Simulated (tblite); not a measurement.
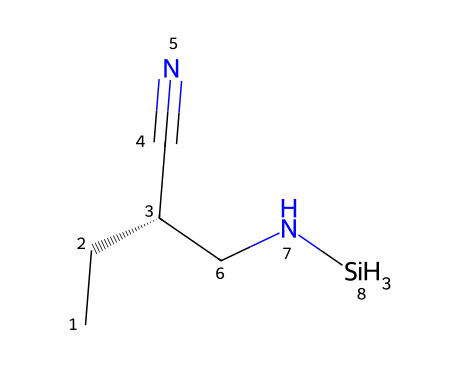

A structural formula, with wedges where it has stereocentres; small numbers name the atoms. The configuration is that of a computed structure (GFN2-xTB).

Give the R/S and E/Z labels.

C3: S.

Give a SMILES with the stereochemistry.

CC[C@H](C#N)CN[SiH3]
